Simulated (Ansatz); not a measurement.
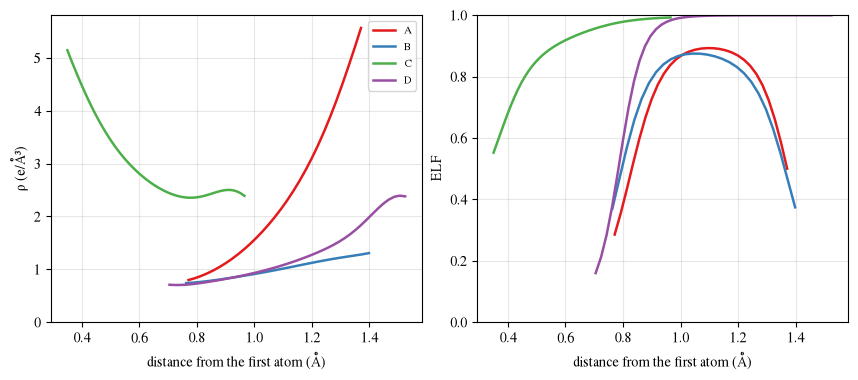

H₃OSSi (SMILES O[SiH2][S-]) (charge −1). Total electron density and ELF along straight lines between neighbouring atoms. The curves leave out the atomic cores.

The calculation used RKS PBE0-D4/def2-SVP in Ansatz.

```xyz
6

O    -0.3588   -1.3168   -0.0318
Si    0.2518    0.2746    0.1439
S    -0.8221    1.6184   -0.9422
H    -1.1047   -1.1963   -0.6329
H     1.7327    0.1372   -0.1902
H     0.3011    0.4830    1.6531
```

Which curve belongs to which contact (O–H, Si–H, Si–O and Si–S)? The first atom named is at distance zero.

Answer. Curve A: Si–O (1.71 Å): ρ at the midpoint is about 0.98 e/Å³; the ELF peaks at about 0.90 between the atoms: a shared but strongly polarised pair. Curve B: Si–S (2.03 Å): ρ at the midpoint is about 0.93 e/Å³; the ELF peaks at about 0.85 between the atoms, as expected for localised, covalent bonding. Curve C: O–H (0.97 Å): ρ at the midpoint is about 3.6 e/Å³; the ELF climbs to about 1 towards the hydrogen, as it does in any bond to H: a covalent bond by its length. Curve D: Si–H (1.52 Å): the density is about 0.71 e/Å³ at the midpoint; the ELF climbs to about 1 towards the hydrogen.
